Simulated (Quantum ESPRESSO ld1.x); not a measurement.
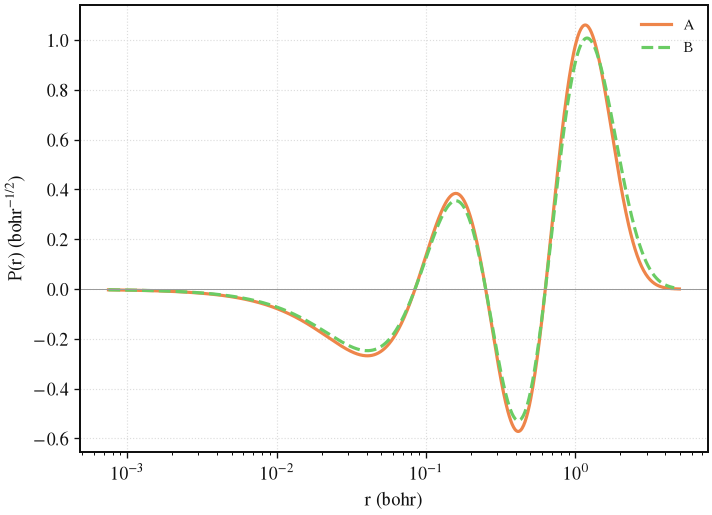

Two charge states of holmium were computed: Ho⁴⁺ in [Xe] 4f9 (4f5/2: 6, 4f7/2: 3); Ho⁸⁺ in [Kr] 4d10 4f10 5s2 5p1 (4f5/2: 6, 4f7/2: 4, 5p1/2: 1). Method: Dirac Kohn-Sham, LDA (Slater exchange, Perdew-Zunger correlation), spin-unpolarised, spherical densities, point nucleus; computed with Quantum ESPRESSO ld1.x 7.5.

The plot shows P(r) = r R(r) of the 5p1/2 orbital in both runs (large components where relativistic).

> Assign A and B.

A is Ho⁸⁺ in [Kr] 4d10 4f10 5s2 5p1 (4f5/2: 6, 4f7/2: 4, 5p1/2: 1) (⟨r⟩ = 1.26 bohr, eigenvalue −137.4 eV); B is Ho⁴⁺ in [Xe] 4f9 (4f5/2: 6, 4f7/2: 3) (⟨r⟩ = 1.35 bohr, eigenvalue −74.9 eV). Fewer electrons screen less, so the orbital shrinks.
